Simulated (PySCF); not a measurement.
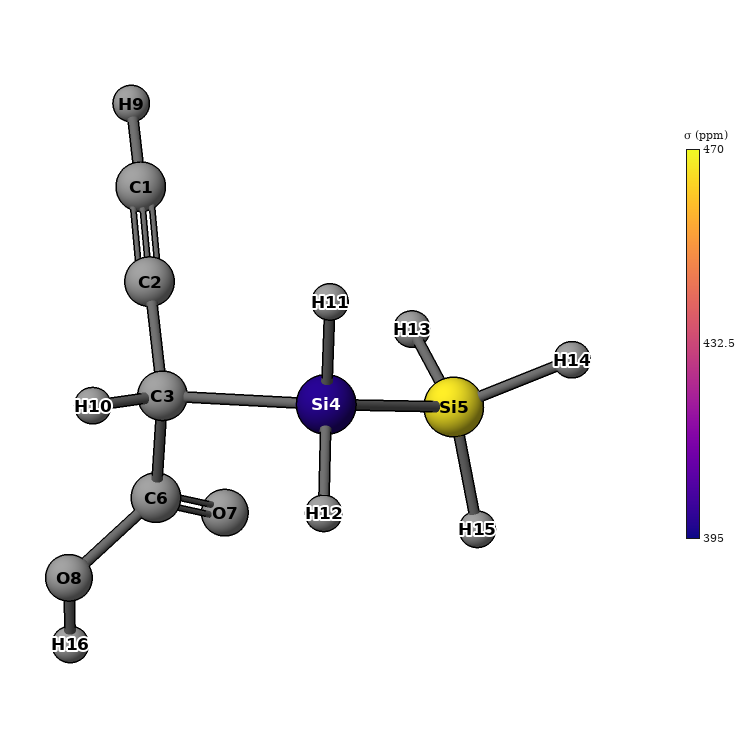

Atoms are coloured by their isotropic NMR shieldings (Si only, the others grey). The geometry was computed by an optimisation with GFN2-xTB. No frequency run is at hand to confirm it as a minimum. Properties computed with GIAO PBE0/pcSseg-1 NMR shielding, non-relativistic, gas phase (PySCF 2.14.0).

List the isotropic NMR shieldings of the Si atoms.

```tsv
atom	σ (ppm)
Si4	398.5
Si5	466.6
```

The geometry is semi-empirical. Around Si such bond lengths and angles can be off by a tenth of an ångström or more and by several degrees, and values that hang on the shape move with them.
